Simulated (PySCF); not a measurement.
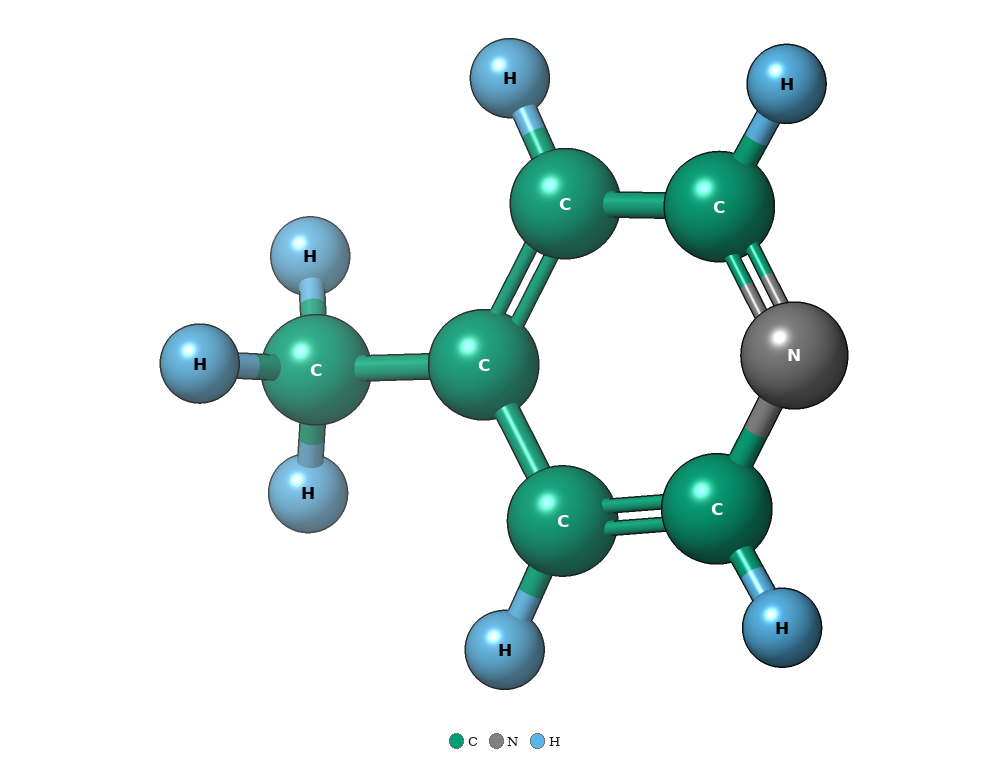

Orthographic view. Atoms fade into the background with distance from the viewer. The computed structure is the end point of a GFN2-xTB optimisation. No frequency run is at hand to confirm it as a minimum.

> Give the standard InChI.

InChI=1S/C6H7N/c1-6-2-4-7-5-3-6/h2-5H,1H3
